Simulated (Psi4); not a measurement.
# CCSD/def2-TZVP run of SiF2 (SMILES F[Si]F)

Aim: the vertical singlet–triplet gap of SiF2 at CCSD/def2-TZVP, from 2 runs. 

Program for the calculation: Psi4 1.11.

1 further run of the same task is left out (set aside as unsound or not needed).

## (1) The system as given

SiF2: 3 atoms, total charge 0, spin state singlet. As SMILES, `F[Si]F`. The shape is that of a PBE0-D4/def2-TZVP optimisation.

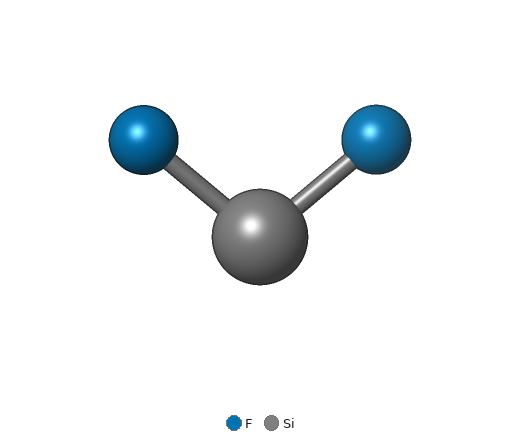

Viewed from a chosen angle; fluorine blue, silicon grey.

## (2) The energy at CCSD/def2-TZVP

Contents of f2si.xyz:

```xyz
3
F2Si
F      0.166300     1.246800     0.229400
Si    -0.594900    -0.046400    -0.330100
F      0.428600    -1.200400     0.100700
```

Contents of f2si.py:

```python
import psi4

psi4.set_memory('1600 MB')
psi4.set_num_threads(1)
psi4.set_output_file('output.dat', False)

with open('f2si.xyz') as f:
    atoms = ''.join(f.readlines()[2:])
geom = psi4.geometry('0 1\n' + atoms + 'symmetry c1\nno_reorient\nno_com')

psi4.set_options({
    'basis': 'def2-TZVP',
    'puream': True,
    'e_convergence': 1e-09,
    'd_convergence': 1e-08,
    'scf_type': 'pk',
    'num_frozen_docc': 7,
})

energy_value, wavefunction = psi4.energy("ccsd", molecule=geom, return_wfn=True)
print(f'ccsd energy: {energy_value:.10f} Eh')
```

Command:

```
$ python f2si.py
```

output.dat:

```text
[...]
  Running in c1 symmetry.
[...]
  Nuclear repulsion =  100.658413605206448
[...]
  Multiplicity = 1
[...]
  Nalpha       = 16
  Nbeta        = 16
[...]
    Number of basis functions: 99
[...]
   @RHF iter   1:  -487.95106988547508   -9.03842e-01   4.41726e-03 DIIS/ADIIS
[...]
   @RHF iter  10:  -488.01093543442005   -2.21689e-12   2.85043e-09 DIIS
[...]
    Orbital Energies [Eh]
    ---------------------
    Doubly Occupied:
       1A    -68.863533     2A    -26.303361     3A    -26.303350
       4A     -6.203546     5A     -4.306356     6A     -4.305489
       7A     -4.304893     8A     -1.614821     9A     -1.592393
      10A     -0.795255    11A     -0.725333    12A     -0.700690
      13A     -0.687309    14A     -0.658498    15A     -0.646352
      16A     -0.405047
[...]
  @RHF Final Energy:  -488.01093543442005
   => Energetics <=
    Nuclear Repulsion Energy =            100.6584136052064480
    One-Electron Energy =                -880.5062457153778723
    Two-Electron Energy =                 291.8368966757514045
    Total Energy =                       -488.0109354344200483
[...]
 Multipole Moments:
 ------------------------------------------------------------------------------------
     Multipole            Electronic (a.u.)      Nuclear  (a.u.)        Total (a.u.)
 ------------------------------------------------------------------------------------
 L = 1.  Multiply by 2.5417464519 to convert [e a0] to [Debye]
 Dipole X            :          5.2056776           -5.6209904           -0.4153127
 Dipole Y            :          0.4060376           -0.4384165           -0.0323788
 Dipole Z            :          2.8885445           -3.1189930           -0.2304485
 Magnitude           :                                                    0.4760668
[...]
      * MP2 total energy                      = -488.606716647132714
[...]
      * CCSD total energy                     = -488.615516336746737
```

Standard output:

```text
ccsd energy: -488.6155163367 Eh
```

It took 17 s on 1 thread of Intel Xeon 6975P-C (Granite Rapids), shared host; peak memory 0.91 GiB.

## (3) The triplet, same level

Contents of job.json:

```json
{
 "schema_name": "qcschema_input",
 "schema_version": 1,
 "molecule": {
  "schema_name": "qcschema_molecule",
  "schema_version": 2,
  "symbols": ["F", "Si", "F"],
  "geometry": [0.31426145, 2.35611053, 0.43350317, -1.12419807, -0.08768329, -0.62379859, 0.80993662, -2.26842724, 0.19029542],
  "molecular_charge": 0,
  "molecular_multiplicity": 3,
  "fix_symmetry": "c1",
  "fix_com": true,
  "fix_orientation": true
 },
 "driver": "energy",
 "model": {
  "method": "ccsd",
  "basis": "def2-TZVP"
 },
 "keywords": {
  "reference": "uhf",
  "puream": true,
  "e_convergence": 1e-09,
  "d_convergence": 1e-08,
  "scf_type": "pk",
  "num_frozen_docc": 7,
  "maxiter": 100
 }
}
```

Command:

```
$ psi4 --qcschema job.json -n 1 --memory 1600MB
```

stdout:

```text
[...]
  Running in c1 symmetry.
[...]
  Nuclear repulsion =  100.658413757844158
[...]
  Multiplicity = 3
[...]
  Nalpha       = 17
  Nbeta        = 15
[...]
    Number of basis functions: 99
[...]
   @UHF iter   1:  -487.84193337555774   -7.94705e-01   4.56914e-03 ADIIS/DIIS
[...]
   @UHF iter  13:  -487.92622997660033   -1.13687e-12   5.40550e-09 DIIS
[...]
   @S^2 Observed:                2.002475862E+00
[...]
    Orbital Energies [Eh]
    ---------------------
    Alpha Occupied:
       1A    -68.889843     2A    -26.306974     3A    -26.306965
       4A     -6.231815     5A     -4.344712     6A     -4.337800
       7A     -4.332962     8A     -1.621502     9A     -1.599365
      10A     -0.813596    11A     -0.731053    12A     -0.708396
      13A     -0.707312    14A     -0.678920    15A     -0.648369
      16A     -0.528667    17A     -0.311416
    Alpha Virtual:
      18A      0.088754    19A      0.123024    20A      0.244124
      21A      0.251726    22A      0.313177    23A      0.314034
      24A      0.369565    25A      0.377890    26A      0.474015
[...]
  @UHF Final Energy:  -487.92622997660033
   => Energetics <=
    Nuclear Repulsion Energy =            100.6584137578441585
    One-Electron Energy =                -880.1258008448839973
    Two-Electron Energy =                 291.5411571104394852
    Total Energy =                       -487.9262299766003252
  UHF NO Occupations:
  HONO-2 :   15  A 1.9994559
  HONO-1 :   16  A 1.0000000
[...]
 Multipole Moments:
 ------------------------------------------------------------------------------------
     Multipole            Electronic (a.u.)      Nuclear  (a.u.)        Total (a.u.)
 ------------------------------------------------------------------------------------
 L = 1.  Multiply by 2.5417464519 to convert [e a0] to [Debye]
 Dipole X            :          4.8311703           -5.6209903           -0.7898200
 Dipole Y            :          0.3768243           -0.4384165           -0.0615921
 Dipole Z            :          2.6807363           -3.1189930           -0.4382566
 Magnitude           :                                                    0.9053608
[...]
      * MP2 total energy                      = -488.492369100474775
[...]
      * CCSD total energy                     = -488.496409468517925
[...]
```

The result, in JSON:

```text
{
 "driver": "energy",
 "model": {
  "method": "ccsd",
  "basis": "def2-TZVP"
 },
 "success": true,
 "return_result": -488.4964094685179,
 "properties": {
  "calcinfo_nbasis": 99,
  "calcinfo_nmo": 99,
  "calcinfo_nalpha": 17,
  "calcinfo_nbeta": 15,
  "calcinfo_natom": 3,
  "nuclear_repulsion_energy": 100.65841375784416,
  "return_energy": -488.4964094685179,
  "scf_one_electron_energy": -880.125800844884,
  "scf_two_electron_energy": 291.5411571104395,
  "scf_dipole_moment": [-0.7898200458416991, -0.06159211044412094, -0.43825663680388427],
  "scf_total_energy": -487.9262299766003,
  "scf_iterations": 13,
  "mp2_same_spin_correlation_energy": -0.15289577432858592,
  "mp2_opposite_spin_correlation_energy": -0.4132433495461169,
  "mp2_singles_energy": -4.74806858514064e-28,
  "mp2_doubles_energy": -0.5661391238747029,
  "mp2_correlation_energy": -0.5661391238747029,
  "mp2_total_energy": -488.4923691004748,
  "ccsd_same_spin_correlation_energy": -0.13873574010977446,
  "ccsd_opposite_spin_correlation_energy": -0.43144375180806355,
  "ccsd_singles_energy": 5.71474063895405e-17,
  "ccsd_doubles_energy": -0.570179491917838,
  "ccsd_correlation_energy": -0.570179491917838,
  "ccsd_total_energy": -488.4964094685179,
  "ccsd_iterations": 18
 }
}
```

Wall time 51 s (1 thread of Intel Xeon 6975P-C (Granite Rapids), shared host); peak memory 0.97 GiB.

## (4) What came out

Level: CCSD/def2-TZVP, 7 core orbitals frozen.

```
                                                           quantity          value
                                              singlet: total energy  -488.61552 Eh
                       singlet: HOMO energy (Hartree–Fock orbitals)      -11.02 eV
                       singlet: LUMO energy (Hartree–Fock orbitals)        0.96 eV
                     singlet: HOMO–LUMO gap (Hartree–Fock orbitals)       11.98 eV
               singlet: correlation energy (7 core orbitals frozen)     -604.6 mEh
                                             singlet: T1 diagnostic          0.015
                                              triplet: total energy  -488.49641 Eh
triplet: HOMO energy (Hartree–Fock orbitals) (highest over α and β)       -8.47 eV
 triplet: LUMO energy (Hartree–Fock orbitals) (lowest over α and β)       -0.80 eV
               triplet: correlation energy (7 core orbitals frozen)     -570.2 mEh
                         triplet: ⟨S²⟩ of the reference determinant          2.002
                                             triplet: T1 diagnostic          0.022
                   vertical energy of the triplet above the singlet       3.241 eV
```

In words: At this shape the triplet lies 3.24 eV (75 kcal/mol) above the singlet.
